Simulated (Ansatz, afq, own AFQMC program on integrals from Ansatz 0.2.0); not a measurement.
# AlH₃Br (doublet): AFQMC on the coupled-cluster ladder at distance Al1–H4 along a hydrogen transfer = 1.786 Å, cc-pVTZ

Aim: compute AlH₃Br (doublet) with auxiliary-field quantum Monte Carlo on the same integrals as coupled cluster, and set the energies side by side.

Computed with Ansatz 0.2.0, Gaussian basis, and an in-house AFQMC program (afq) on its integrals; all values are calculated. Level: cc-pVTZ, frozen cores.

Plan: CCSD(T) on UHF; PBE (unrestricted); CCSD(T) on UHF; r2SCAN (unrestricted); CCSD(T) on UHF; PBE0 (unrestricted); B3LYP (unrestricted); wB97M-V (unrestricted); B2PLYP (unrestricted); Phaseless AFQMC, CISD trial on UHF.

## 1. The system

The geometry derives from fragments relaxed apart (PBE0/def2-TZVP) and kept rigid, so it is no stationary point. A hydrogen atom is moved between rigid fragments. No spin-orbit coupling is included. The filled d shell of Br may be among the frozen orbitals whatever the setting's name suggests; the logs give the count.

5 atoms, charge 0, spin multiplicity 2.

Atoms are counted from 1 here; the program's logs count them from 0.

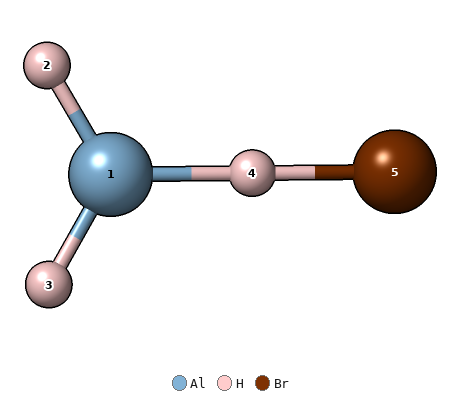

The geometry (aluminium light blue, hydrogen pink, bromine brown); atoms are numbered from 1 in the order of the file.

## 2. CCSD(T) on UHF

Input file in.yaml:

```yaml
crystal:
  periodic: [false, false, false]
  atoms:
    - {symbol: Al, position_ang: [-2.606673, 0.000000, 0.000000]}
    - {symbol: H, position_ang: [-3.399597, 1.373384, 0.000000]}
    - {symbol: H, position_ang: [-3.399597, -1.373384, 0.000000]}
    - {symbol: H, position_ang: [-0.820673, 0.000000, 0.000000]}
    - {symbol: Br, position_ang: [0.976327, 0.000000, 0.000000]}
basis:
  gaussian: {orbitals: cc-pVTZ}
magnetization: {spin_polarized: true, initial_magnetization: 1}
correlation: {method: ccsd_t, electrons: outside_noble_gas, hamiltonian_folder: ham}
```

On the command line:

```sh
$ ansatz run in.yaml --threads 1 --pin off --events-out ev --progress --plain --max-ram 16896MiB --backend cuda --devices 0, --max-vram 18GiB
```

The program printed, shortened:

```text
Functional definition: HF
  name "HF"
  cite "Fock, Z. Phys. 61, 126 (1930) doi:10.1007/BF01340294"
  parent pbe
[...]
724 factors; integrals over basis functions are off by at most 1.8e-3 eV
[...]
mean field -76629.35450493 eV, -2816.0768368141 hartree, gradient 2.7e-6 eV, S^2 0.778628; 3 other end points of the search recorded, 0 dependent functions left out
determinant -76629.35450493 eV, -2816.0768368141 hartree, with singles and doubles -76637.28230206 eV, -2816.3681779850 hartree
determinant -76627.54474128 eV, -2816.0103292267 hartree, with singles and doubles -76635.40077274 eV, -2816.2990330579 hartree
determinant -76627.52935052 eV, -2816.0097636266 hartree, with singles and doubles -76635.38513026 eV, -2816.2984582074 hartree
19 core orbitals not correlated: weight in the atoms' cores, before any rotation towards them, 1.000 or more for the frozen orbitals, at most 0.000 for the correlated occupied ones
reference -76629.35450493 eV, -2816.0768368141 hartree; 7, 6 occupied and 93, 94 virtual orbitals, 724 factors
second order -6.72731028 eV of doubles, -0.00000000 eV of singles
cycle   1  -7.79952131 eV  change   -3.6e-1 eV  update   2.1e-2
[...]
cycle   9  -7.81323181 eV  change    2.0e-7 eV  update   1.0e-5
perturbative correction -0.24073846 eV, -0.0088469751 hartree
Total energy: -76637.40847520 eV, -2816.3728147623 hartree
```

It took 5 s on 1 × NVIDIA H100 80GB HBM3 with 1 thread of AMD EPYC 7R13 (Zen 3), shared host; peak host memory 2 GiB.

From the report: ⟨S²⟩ of the determinant 0.779 (pure doublet: 0.75); correlation -8.0540 eV; T1 0.015; largest double amplitude 0.04.

This run also writes the integrals to the folder ham.

## 3. PBE (unrestricted)

in.yaml: that of step 2 with these lines changed.

```diff
@@ -11,2 +11,3 @@
 magnetization: {spin_polarized: true, initial_magnetization: 1}
-correlation: {method: ccsd_t, electrons: outside_noble_gas, hamiltonian_folder: ham}
+hamiltonian: {xc: {name: PBE}}
+output: {orbitals: {seedname: orbitals}}
```

On the command line:

```sh
$ ansatz run in.yaml --threads 1 --pin off --events-out ev --progress --plain --max-ram 5632MiB --backend cpu
```

The program printed:

```text
Functional definition: PBE
  name "PBE"
  cite "Perdew, Burke & Ernzerhof, Phys. Rev. Lett. 77, 3865 (1996) doi:10.1103/PhysRevLett.77.3865"
  parent pbe
  parameter kappa = 0.804
  parameter beta = 0.06672455060314922
  exchange = pbe_x(kappa = kappa, mu = beta*pi^2/3)
  correlation = pbe_c(beta = beta)
827 factors; their error is unknown
mean field evaluation 1: about -76676.4138 eV, gradient 1.2e1 eV
mean field evaluation 2: about -76677.0471 eV, gradient 7.5e0 eV
mean field evaluation 4: about -76677.4569 eV, gradient 5.3e-1 eV
mean field evaluation 8: about -76677.4497 eV, gradient 1.4e-2 eV
mean field evaluation 16: about -76674.5182 eV, gradient 9.5e0 eV
mean field evaluation 32: about -76676.4785 eV, gradient 2.8e0 eV
mean field -76677.44970002 eV, -2817.8443026337 hartree, gradient 5.5e-5 eV, S^2 0.752171; 6 other end points of the search recorded, 0 dependent functions left out
reference -76677.44974219 eV, -2817.8443041833 hartree; 26, 25 occupied and 93, 94 virtual orbitals, 827 factors
Total energy: -76677.44974219 eV, -2817.8443041833 hartree
```

Wall time 9 s (1 thread of AMD EPYC 7R13 (Zen 3), shared host); peak memory 2 GiB.

From the report: ⟨S²⟩ of the determinant 0.752 (pure doublet: 0.75).

## 4. CCSD(T) on UHF

in.yaml: that of step 3 with these lines changed.

```diff
@@ -9,5 +9,4 @@
 basis:
-  gaussian: {orbitals: cc-pVTZ}
+  gaussian: {orbitals: def2-TZVPP}
 magnetization: {spin_polarized: true, initial_magnetization: 1}
-hamiltonian: {xc: {name: PBE}}
-output: {orbitals: {seedname: orbitals}}
+correlation: {method: ccsd_t, electrons: outside_noble_gas}
```

On the command line:

```sh
$ ansatz run in.yaml --threads 1 --pin off --events-out ev --progress --plain --max-ram 16896MiB --backend cuda --devices 0, --max-vram 18GiB
```

The program printed, shortened:

```text
Functional definition: HF
  name "HF"
  cite "Fock, Z. Phys. 61, 126 (1930) doi:10.1007/BF01340294"
  parent pbe
[...]
808 factors; integrals over basis functions are off by at most 1.1e-3 eV
[...]
mean field -76627.99671479 eV, -2816.0269389470 hartree, gradient 6.3e-6 eV, S^2 0.778757; 3 other end points of the search recorded, 0 dependent functions left out
determinant -76627.99671479 eV, -2816.0269389470 hartree, with singles and doubles -76635.95498136 eV, -2816.3193998491 hartree
determinant -76626.18445520 eV, -2815.9603396353 hartree, with singles and doubles -76634.06587174 eV, -2816.2499763509 hartree
determinant -76626.16888100 eV, -2815.9597672941 hartree, with singles and doubles -76634.04959033 eV, -2816.2493780203 hartree
19 core orbitals not correlated: weight in the atoms' cores, before any rotation towards them, 1.000 or more for the frozen orbitals, at most 0.000 for the correlated occupied ones
reference -76627.99671479 eV, -2816.0269389470 hartree; 7, 6 occupied and 106, 107 virtual orbitals, 808 factors
second order -6.75722723 eV of doubles, -0.00000000 eV of singles
cycle   1  -7.82437004 eV  change   -3.5e-1 eV  update   2.0e-2
[...]
cycle   9  -7.83764699 eV  change   -6.7e-7 eV  update   1.1e-5
perturbative correction -0.24554828 eV, -0.0090237327 hartree
Total energy: -76636.07991006 eV, -2816.3239908940 hartree
```

Run time: 4.7 s. Hardware: 1 × NVIDIA H100 80GB HBM3 with 1 thread of AMD EPYC 7R13 (Zen 3), shared host; peak host memory 2 GiB.

From the report: ⟨S²⟩ of the determinant 0.779 (pure doublet: 0.75); correlation -8.0832 eV; T1 0.015; largest double amplitude 0.03.

## 5. r2SCAN (unrestricted)

in.yaml: that of step 4 with these lines changed.

```diff
@@ -9,4 +9,4 @@
 basis:
-  gaussian: {orbitals: def2-TZVPP}
+  gaussian: {orbitals: cc-pVTZ}
 magnetization: {spin_polarized: true, initial_magnetization: 1}
-correlation: {method: ccsd_t, electrons: outside_noble_gas}
+hamiltonian: {xc: {name: r2SCAN}}
```

On the command line:

```sh
$ ansatz run in.yaml --threads 1 --pin off --events-out ev --progress --plain --max-ram 5632MiB --backend cpu
```

The program printed:

```text
Functional definition: r2SCAN
  name "r2SCAN"
  cite "Furness, Kaplan, Ning, Perdew & Sun, J. Phys. Chem. Lett. 11, 8208 (2020) doi:10.1021/acs.jpclett.0c02405"
  cite "Furness, Kaplan, Ning, Perdew & Sun, J. Phys. Chem. Lett. 11, 9248 (2020) doi:10.1021/acs.jpclett.0c03077"
  parent r2scan
  parameter k0 = 0.174
  parameter k1 = 0.065
  parameter a1 = 4.9479
  exchange = r2scan_x(k0 = k0, k1 = k1, a1 = a1)
  correlation = r2scan_c
827 factors; their error is unknown
mean field evaluation 1: about -76689.9994 eV, gradient 9.7e0 eV
mean field evaluation 2: about -76690.4761 eV, gradient 5.8e0 eV
mean field evaluation 4: about -76690.6937 eV, gradient 6.4e-1 eV
mean field evaluation 8: about -76690.6856 eV, gradient 1.3e-1 eV
mean field evaluation 16: about -76690.6857 eV, gradient 8.2e-5 eV
mean field -76690.68568156 eV, -2818.3307159834 hartree, gradient 8.2e-5 eV, S^2 0.755471; 0 other end points of the search recorded, 0 dependent functions left out
reference -76690.68569722 eV, -2818.3307165592 hartree; 26, 25 occupied and 93, 94 virtual orbitals, 827 factors
Total energy: -76690.68569722 eV, -2818.3307165592 hartree
```

Wall time 7 s (1 thread of AMD EPYC 7R13 (Zen 3), shared host); peak memory 2 GiB.

From the report: ⟨S²⟩ of the determinant 0.755 (pure doublet: 0.75).

## 6. CCSD(T) on UHF

in.yaml: that of step 5 with these lines changed.

```diff
@@ -9,4 +9,4 @@
 basis:
-  gaussian: {orbitals: cc-pVTZ}
+  gaussian: {orbitals: "def2-QZVPP.json"}
 magnetization: {spin_polarized: true, initial_magnetization: 1}
-hamiltonian: {xc: {name: r2SCAN}}
+correlation: {method: ccsd_t, electrons: outside_noble_gas}
```

On the command line:

```sh
$ ansatz run in.yaml --threads 1 --pin off --events-out ev --progress --plain --max-ram 16896MiB --backend cuda --devices 0, --max-vram 18GiB
```

The program printed, shortened:

```text
Functional definition: HF
  name "HF"
  cite "Fock, Z. Phys. 61, 126 (1930) doi:10.1007/BF01340294"
  parent pbe
[...]
1511 factors; integrals over basis functions are off by at most 1.2e-3 eV
[...]
mean field -76629.55239504 eV, -2816.0841091415 hartree, gradient 2.2e-6 eV, S^2 0.779229; 3 other end points of the search recorded, 0 dependent functions left out
determinant -76629.55239504 eV, -2816.0841091415 hartree, with singles and doubles -76638.17262391 eV, -2816.4008967095 hartree
determinant -76627.74248992 eV, -2816.0175963552 hartree, with singles and doubles -76636.27361865 eV, -2816.3311095535 hartree
determinant -76627.72795617 eV, -2816.0170622498 hartree, with singles and doubles -76636.25739537 eV, -2816.3305133589 hartree
19 core orbitals not correlated: weight in the atoms' cores, before any rotation towards them, 1.000 or more for the frozen orbitals, at most 0.000 for the correlated occupied ones
reference -76629.55239504 eV, -2816.0841091415 hartree; 7, 6 occupied and 223, 224 virtual orbitals, 1511 factors
second order -7.39771772 eV of doubles, -0.00000000 eV of singles
cycle   1  -8.38254144 eV  change   -7.6e-1 eV  update   2.4e-2
[...]
cycle   9  -8.40788926 eV  change    8.7e-6 eV  update   1.2e-5
perturbative correction -0.29317353 eV, -0.0107739284 hartree
Total energy: -76638.25345783 eV, -2816.4038673011 hartree
```

Wall time 9.5 s (1 × NVIDIA H100 80GB HBM3 with 1 thread of AMD EPYC 7R13 (Zen 3), shared host); peak host memory 2 GiB.

From the report: ⟨S²⟩ of the determinant 0.779 (pure doublet: 0.75); correlation -8.7011 eV; T1 0.015; largest double amplitude 0.03.

## 7. PBE0 (unrestricted)

in.yaml: that of step 6 with these lines changed.

```diff
@@ -9,4 +9,5 @@
 basis:
-  gaussian: {orbitals: "def2-QZVPP.json"}
+  gaussian: {orbitals: cc-pVTZ}
 magnetization: {spin_polarized: true, initial_magnetization: 1}
-correlation: {method: ccsd_t, electrons: outside_noble_gas}
+hamiltonian: {xc: {name: PBE0}}
+output: {orbitals: {seedname: orbitals}}
```

On the command line:

```sh
$ ansatz run in.yaml --threads 1 --pin off --events-out ev --progress --plain --max-ram 5632MiB --backend cpu
```

The program printed:

```text
Functional definition: PBE0
  name "PBE0"
  cite "Adamo & Barone, J. Chem. Phys. 110, 6158 (1999) doi:10.1063/1.478522"
  cite "Perdew, Burke & Ernzerhof, Phys. Rev. Lett. 77, 3865 (1996) doi:10.1103/PhysRevLett.77.3865"
  parent pbe
  parameter a = 0.25
  parameter kappa = 0.804
  parameter beta = 0.06672455060314922
  exchange = (1 - a)*pbe_x(kappa = kappa, mu = beta*pi^2/3) + a*exact_x
  correlation = pbe_c(beta = beta)
878 factors; their error is unknown
mean field evaluation 1: about -76679.7998 eV, gradient 8.2e0 eV
mean field evaluation 2: about -76680.1022 eV, gradient 5.7e0 eV
mean field evaluation 4: about -76680.3001 eV, gradient 3.6e-1 eV
mean field evaluation 8: about -76680.5447 eV, gradient 1.7e-1 eV
mean field evaluation 16: about -76680.5448 eV, gradient 8.6e-5 eV
mean field -76680.54479614 eV, -2817.9580453182 hartree, gradient 8.6e-5 eV, S^2 0.755565; 0 other end points of the search recorded, 0 dependent functions left out
reference -76680.54482800 eV, -2817.9580464890 hartree; 26, 25 occupied and 93, 94 virtual orbitals, 878 factors
Total energy: -76680.54482800 eV, -2817.9580464890 hartree
```

Wall time 3.8 s (1 thread of AMD EPYC 7R13 (Zen 3), shared host); peak memory 2 GiB.

From the report: ⟨S²⟩ of the determinant 0.756 (pure doublet: 0.75).

## 8. B3LYP (unrestricted)

in.yaml: that of step 7 with these lines changed.

```diff
@@ -11,3 +11,2 @@
 magnetization: {spin_polarized: true, initial_magnetization: 1}
-hamiltonian: {xc: {name: PBE0}}
-output: {orbitals: {seedname: orbitals}}
+hamiltonian: {xc: {name: B3LYP}}
```

Launched as before.

The program printed, shortened:

```text
Functional definition: B3LYP
  name "B3LYP"
  cite "Stephens, Devlin, Chabalowski & Frisch, J. Phys. Chem. 98, 11623 (1994) doi:10.1021/j100096a001"
  cite "Becke, Phys. Rev. A 38, 3098 (1988) doi:10.1103/PhysRevA.38.3098"
  cite "Lee, Yang & Parr, Phys. Rev. B 37, 785 (1988) doi:10.1103/PhysRevB.37.785"
  cite "Vosko, Wilk & Nusair, Can. J. Phys. 58, 1200 (1980) doi:10.1139/p80-159"
[...]
869 factors; their error is unknown
[...]
mean field -76693.55431563 eV, -2818.4361363413 hartree, gradient 7.9e-6 eV, S^2 0.753840; 0 other end points of the search recorded, 0 dependent functions left out
reference -76693.55457024 eV, -2818.4361456979 hartree; 26, 25 occupied and 93, 94 virtual orbitals, 869 factors
Total energy: -76693.55457024 eV, -2818.4361456979 hartree
```

Wall time 3.8 s (1 thread of AMD EPYC 7R13 (Zen 3), shared host); peak memory 2 GiB.

From the report: ⟨S²⟩ of the determinant 0.754 (pure doublet: 0.75).

## 9. wB97M-V (unrestricted)

in.yaml: that of step 8 with these lines changed.

```diff
@@ -11,2 +11,3 @@
 magnetization: {spin_polarized: true, initial_magnetization: 1}
-hamiltonian: {xc: {name: B3LYP}}
+hamiltonian: {xc: {name: wB97M-V}}
+output: {orbitals: {seedname: orbitals}}
```

Launched as before.

The program printed, shortened:

```text
Functional definition: wB97M-V
  name "wB97M-V"
  cite "Mardirossian & Head-Gordon, J. Chem. Phys. 144, 214110 (2016) doi:10.1063/1.4952647"
  cite "Becke, J. Chem. Phys. 107, 8554 (1997) doi:10.1063/1.475007"
  cite "Vydrov & Van Voorhis, J. Chem. Phys. 133, 244103 (2010) doi:10.1063/1.3521275"
  # Of w^i u^j: cxij and so on, Table III.
[...]
  gx(w, u) = 1 - cx + cx01*u + cx10*w
  gss(w, u) = css00 + css04*u^4 + css10*w + css20*w^2 + css43*w^4*u^3
  gos(w, u) = cos00 + cos10*w + (cos20 + cos21*u)*w^2 + (cos60 + cos61*u)*w^6
[...]
      + integral(e_c_pw_mod_opposite_spin*gos(b97_w_opposite, b97_u_opposite)) + vv10(b, c)
849 factors; their error is unknown
177 factors; integrals over basis functions are off by at most 4.2e-5 eV
[...]
mean field -76687.03106684 eV, -2818.1964113696 hartree, gradient 3.1e-5 eV, S^2 0.754982; 0 other end points of the search recorded, 0 dependent functions left out
reference -76687.03111557 eV, -2818.1964131604 hartree; 26, 25 occupied and 93, 94 virtual orbitals, 849 factors
Total energy: -76687.03111557 eV, -2818.1964131604 hartree
```

It took 15 s on 1 thread of AMD EPYC 7R13 (Zen 3), shared host; peak memory 2 GiB.

From the report: ⟨S²⟩ of the determinant 0.755 (pure doublet: 0.75).

## 10. B2PLYP (unrestricted)

in.yaml: that of step 9 with these lines changed.

```diff
@@ -11,3 +11,3 @@
 magnetization: {spin_polarized: true, initial_magnetization: 1}
-hamiltonian: {xc: {name: wB97M-V}}
-output: {orbitals: {seedname: orbitals}}
+hamiltonian: {xc: {name: B2PLYP}}
+correlation: {electrons: outside_noble_gas}
```

The command is unchanged.

The program printed, shortened:

```text
Functional definition: B2PLYP
  name "B2PLYP"
  cite "Grimme, J. Chem. Phys. 124, 034108 (2006) doi:10.1063/1.2148954"
  cite "Becke, Phys. Rev. A 38, 3098 (1988) doi:10.1103/PhysRevA.38.3098"
  cite "Lee, Yang & Parr, Phys. Rev. B 37, 785 (1988) doi:10.1103/PhysRevB.37.785"
[...]
724 factors; integrals over basis functions are off by at most 1.8e-3 eV
[...]
mean field -76674.94595588 eV, -2817.7522917336 hartree, gradient 2.7e-6 eV, S^2 0.761057; 0 other end points of the search recorded, 0 dependent functions left out
19 core orbitals not correlated: weight in the atoms' cores, before any rotation towards them, 1.000 or more for the frozen orbitals, at most 0.000 for the correlated occupied ones
reference -76674.94611793 eV, -2817.7522976887 hartree; 7, 6 occupied and 93, 94 virtual orbitals, 724 factors
second order -8.30341545 eV of doubles, -0.00000000 eV of singles
Total energy: -76677.18804010 eV, -2817.8346868089 hartree
```

Run time: 5.5 s. Hardware: 1 thread of AMD EPYC 7R13 (Zen 3), shared host; peak memory 2 GiB.

From the report: ⟨S²⟩ of the determinant 0.761 (pure doublet: 0.75).

## 11. Phaseless AFQMC, CISD trial on UHF

It reads the integrals that the CCSD(T) run on this determinant wrote.

On the command line:

```sh
$ afq ham --method phaseless --trial cisd --walkers 900 --populations 20 --least-time 60 --time-step 0.005 --steps-per-block 50 --equilibration-blocks 28 --max-blocks 4000 --target-error 0.00021 --factor-cut 1e-05 --start spin_pure --seed 856 --release-times 0.24,0.51,0.99,1.62,2.4 --release-step 0.03 --release-every 3 --taylor-order 6
```

The program printed:

```text
orbitals 100  electrons 7 6  factors 657 of 724
reference energy -2816.07683681 Eh
CCSD correlation -0.28713114 Eh in 11 cycles, weight of the determinant in the CISD state 0.8631
energy of the start -2816.362654 Eh
 block  time / (1/Eh)  mean weight  energy / Eh
     1     0.250  0.9992  -2816.358434
     2     0.500  0.9998  -2816.361079
     3     0.750  1.0004  -2816.364208
     4     1.000  0.9999  -2816.366720
     5     1.250  0.9992  -2816.368592
     6     1.500  1.0002  -2816.369085
     7     1.750  0.9997  -2816.369718
     8     2.000  1.0005  -2816.371440
     9     2.250  1.0003  -2816.372389
    10     2.500  1.0007  -2816.372191
    11     2.750  0.9993  -2816.371938
    13     3.250  1.0003  -2816.372873
    15     3.750  1.0000  -2816.373605
    17     4.250  0.9994  -2816.374865
    19     4.750  1.0006  -2816.374173
    21     5.250  0.9993  -2816.373179
    23     5.750  0.9995  -2816.373067
    25     6.250  0.9993  -2816.373752
    27     6.750  1.0003  -2816.372958
    29     7.250  1.0002  -2816.372498
    31     7.750  1.0004  -2816.373110
    33     8.250  1.0002  -2816.372298
    35     8.750  1.0000  -2816.372805
    37     9.250  1.0002  -2816.373667
    39     9.750  1.0001  -2816.372788
    41    10.250  0.9993  -2816.374079
    43    10.750  1.0002  -2816.374270
    45    11.250  0.9998  -2816.374903
    47    11.750  1.0002  -2816.375864
    49    12.250  0.9995  -2816.374480
    51    12.750  1.0000  -2816.374466
    53    13.250  0.9998  -2816.374505
    55    13.750  0.9999  -2816.375383
    57    14.250  1.0002  -2816.375086
    59    14.750  1.0005  -2816.376055
    61    15.250  1.0000  -2816.374375
    63    15.750  0.9996  -2816.373903
    65    16.250  0.9998  -2816.375178
    67    16.750  0.9999  -2816.373726
    69    17.250  0.9997  -2816.374199
    71    17.750  1.0004  -2816.374609
    73    18.250  1.0008  -2816.373170
    75    18.750  1.0000  -2816.374699
    77    19.250  0.9999  -2816.373545
    79    19.750  1.0007  -2816.374471
    81    20.250  0.9999  -2816.373838
    83    20.750  1.0001  -2816.374905
    85    21.250  1.0004  -2816.375807
    87    21.750  0.9993  -2816.374933
error from the spread of 20 populations
released: time / (1/Eh)  energy / Eh  error  mean overlap
  0.24  -2816.374463  0.000185  0.9917
  0.51  -2816.374377  0.000214  0.9901
  0.99  -2816.374313  0.000283  0.9905
  1.62  -2816.374563  0.000227  0.9728
  2.40  -2816.374262  0.000286  0.9770
energy -2816.374309 +/- 0.000191 Eh
```

Run time: 64 s. Hardware: 1 × NVIDIA H100 80GB HBM3 with 2 threads of AMD EPYC 7R13 (Zen 3), shared host; peak host memory 2 GiB.

Energy -76637.4491 ± 0.0052 eV. Caveats: constraint bias not in the error.

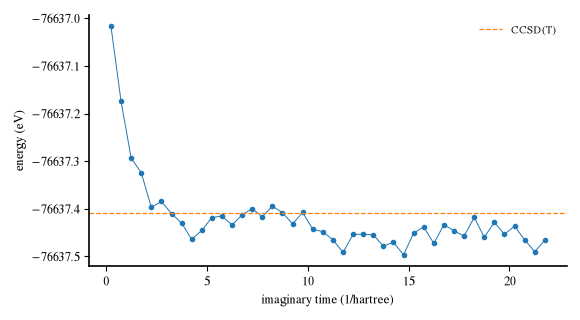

Block energies along the walk.

## 12. AFQMC on the ladder

On the UHF determinant, counted from CCSD(T) (a yardstick, not exact):

```tsv
level	energy (eV)	from CCSD(T) (kJ/mol)	statistical error (kJ/mol)	time
HF	-76629.3545	+777.1		
MP2	-76636.0818	+128.0		
CCSD	-76637.1677	+23.2		
CCSD(T)	-76637.4085	0.0		
Phaseless AFQMC, CISD trial, step 0.005, 900 walkers	-76637.4491	-3.9	0.5	64 s
```

The functionals' totals stand on their own zeros and serve differences with other points: PBE -76677.450 eV; r2SCAN -76690.686 eV; PBE0 -76680.545 eV; B3LYP -76693.555 eV; wB97M-V -76687.031 eV; B2PLYP -76677.188 eV.

## 13. What came out

```
                                       quantity              value
Phaseless AFQMC, CISD trial on UHF from CCSD(T)  -3.9 ± 0.5 kJ/mol
```

In words: On UHF the phaseless walk with the CISD trial lies -3.9 kJ/mol from CCSD(T), 8 times its error bar. Error bars are statistical and leave out the constraint, the time step and what remains of the start.
